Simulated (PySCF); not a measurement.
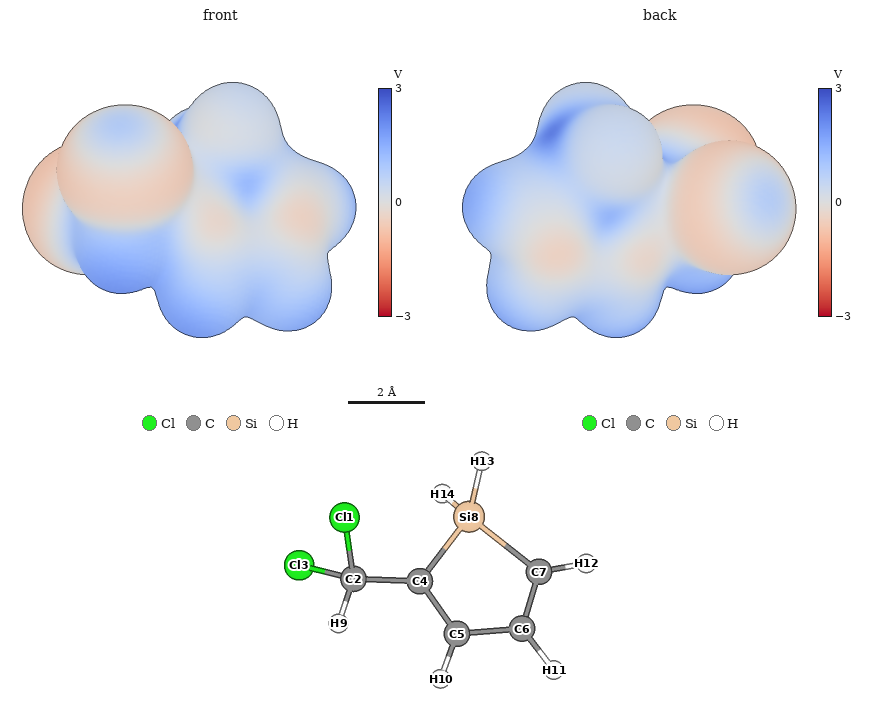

*C₅H₆Cl₂Si. The molecular electrostatic potential painted on the density surface at 0.004 e/bohr³, seen from the front and from behind; red is negative and blue positive. The bare structure is drawn below in the same view.*

Geometry: PBE0-D3(BJ)/def2-SVP.

All numbers below come from PBE0/pcSseg-1, SCF density, gas phase, non-relativistic in PySCF.

Input file:

```
{"job": {"kind": "nmr", "xc": "PBE0", "basis": "pcSseg-1"}, "charge": 0, "multiplicity": 1}
Cl     2.635610     0.505083    -1.701867
C      2.079390    -0.221436    -0.162620
Cl     2.866147     0.604433     1.217480
C      0.608121    -0.136501    -0.047487
C     -0.190184    -1.215062     0.113943
C     -1.639855    -0.962514     0.222693
C     -2.045263     0.323415     0.152180
Si    -0.514942     1.381649    -0.085533
H      2.447404    -1.255216    -0.157017
H      0.195213    -2.240612     0.165632
H     -2.325276    -1.807077     0.353611
H     -3.097580     0.606340     0.220474
H     -0.487645     2.105171    -1.389513
H     -0.261291     2.345861     1.023664
```

Launched as:

```sh
OMP_NUM_THREADS=1 python probes_run.py task.json out
```

Which sites attract a positive test charge, and which a negative one?

A positive charge is drawn to the negative regions and a negative charge to the positive ones. The most negative region (about −0.7 V) lies over Cl1 and Cl3, the most positive (about +1.9 V) over Si8. Cl1 shows a σ-hole: about +0.8 V at the tip opposite its bond, against about −0.5 V on its flanks. Cl3 shows a σ-hole: about +0.7 V at the tip opposite its bond, against about −0.5 V on its flanks.

How polar is the molecule by this calculation?

Its dipole moment is 2.67 D.
